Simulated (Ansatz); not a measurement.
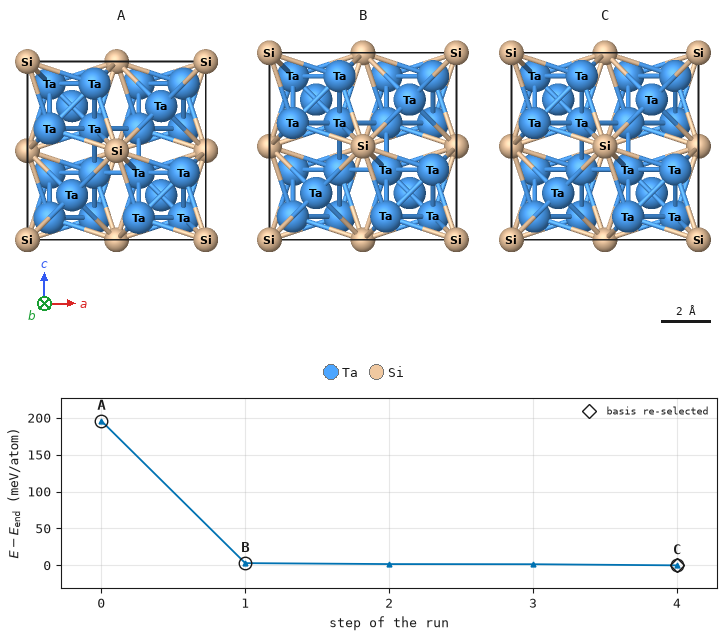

Frames of a relaxation of crystalline Ta$_{5}$Si (a generated structure, set up in F-43m) (coarse preliminary run), marked on the history of the run. Style: ball-and-stick. Shown: the conventional cell (4 times the calculation's cell), along the b axis. Lengths and directions refer to the drawn axes.

Method: DFT PBE, scalar-relativistic, plane waves, PAW in Ansatz.

Input file:
```yaml
crystal:
  lattice:
    - [0.0, 3.6505364, 3.6505364]
    - [3.6505364, 0.0, 3.6505364]
    - [3.6505364, 3.6505364, 0.0]
  atoms:
    - { symbol: Ta, position: [0.75, 0.75, 0.75] }
    - { symbol: Ta, position: [0.37588916, 0.37588916, 0.87233251] }
    - { symbol: Ta, position: [0.37588916, 0.87233251, 0.37588916] }
    - { symbol: Ta, position: [0.37588916, 0.37588916, 0.37588916] }
    - { symbol: Ta, position: [0.87233251, 0.37588916, 0.37588916] }
    - { symbol: Si, position: [0.0, 0.0, 0.0] }
basis:
  ecutwfc: 420
kpoints:
  mp_grid: { grid: [4, 4, 4] }
hamiltonian:
  xc: pbe
scf:
  occupations: { method: gaussian, width: 0.1 }
  lower_state_search: "off"
output:
  forces: true
  stress: true
  eigenvalues: true
relax:
  adjacent_minimum: "off"
  f_tol: 0.04
  max_steps: 70
  cell: { stress_tol: 0.4 }
```

Command:
```bash
ansatz run input.yaml --threads 1 --pin off --max-ram 2560MiB --backend cpu --events-out ev --progress --plain --runs-dir out
```

Q: Describe the path.

A: The atoms keep their places relative to the cell (all moves are under 0.005 Å). The drawn cell changes as follows: a = b = c 7.301 → 7.660 Å (+4.9 %); the volume changes by +15.5 %. Among the contacts that change: Ta1–Si6 3.161 → 3.317 Å, Ta1–Ta2 3.025 → 3.174 Å, Ta2–Si6 3.029 → 3.177 Å, Ta2–Ta3 2.563 → 2.693 Å. The space group stays F-43m (No. 216). The energy falls by 196 meV per atom in 3 accepted moves (4 points after the start). The largest force component goes from 0.41 to 0.0016 eV/Å. The pressure goes from 27.89 to 0.01 GPa. The SCF was repeated once at an unchanged geometry on a basis and grid sized afresh for the cell, which shifted the energy by 1.5 meV per atom at most. Cost: 17 s on 1 thread of Arm Neoverse V1, on a shared host, peak memory 0.34 GiB. From step 0 to 1: volume +15.4 %, energy −193 meV per atom. From step 1 to 4: energy −3.0 meV per atom.

| step | E − E(0), meV/atom | largest force component, eV/Å | pressure, GPa | volume, Å³/atom | note |
| --- | --- | --- | --- | --- | --- |
| 0 | 0.00 | 0.4093 | 27.89 | 16.216 |  |
| 1 | -192.95 | 0.2503 | -0.02 | 18.706 |  |
| 2 | -194.24 | 0.0929 | 0.01 | 18.711 |  |
| 3 | -194.44 | 0.0016 | -0.05 | 18.725 |  |
| 4 | -195.97 | 0.0016 | 0.01 | 18.725 | same geometry, new basis |
